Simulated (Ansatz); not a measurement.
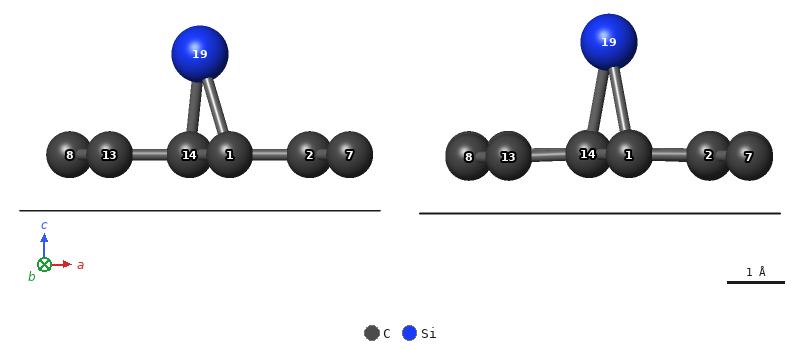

Two geometries of a slab of composition SiC₁₈, drawn at one scale. One is the start of a relaxation, the other its converged end. The picture is a ball-and-stick view of the cell of the calculation, outlined in the plane, without the vacuum (origin shifted), seen along the b axis.

Method: Ansatz, DFT PBEsol, scalar-relativistic, plane waves, PAW. (plane-wave cutoff 420 eV; k-point mesh 2 × 2 × 1; occupations fermi dirac; smearing width 0.05 eV; collinear spin; atoms relaxed in a fixed cell; force threshold 0.03 eV/Å; at most 60 steps)

Which of the two is the end point?

Answer. The right one is the relaxed one. It is Si on graphene monolayer, set down by a guess. The run prepares an end point of a later path (adatom hop) calculation, from a guessed geometry. Over 5 geometry steps the energy falls by 0.279 eV per cell of the calculation. Largest force component: 2.5 eV/Å at the start, 0.0035 eV/Å at the end. The largest move relative to the layer's centre is that of the Si atom, 0.26 Å at 37° to the normal (+c side). Largest moves by element: Si 0.26 Å, C 0.05 Å. The cell doesn't change. Some distances before and after: C–Si 1.906 → 2.100 Å, C–Si 1.962 → 2.100 Å, C–C 1.424 → 1.448 Å, C–C 1.424 → 1.419 Å. Among the angles between lasting bonds that change: C–C–Si 105.6° → 100.7°, C–C–Si 95.5° → 100.4°, C–C–Si 66.3° → 69.8°. Cost: 100 s on 2 threads of Intel(R) Xeon(R) Platinum 8259CL CPU @ 2.50GHz (Skylake/Cascade Lake), with other jobs on the host, peak memory 1 GiB.

Limits of the set-up: the k-point mesh is coarse for a cell with partly filled bands; the periodic images lie only 7.4 Å apart, so the values are limited by the cell's size.
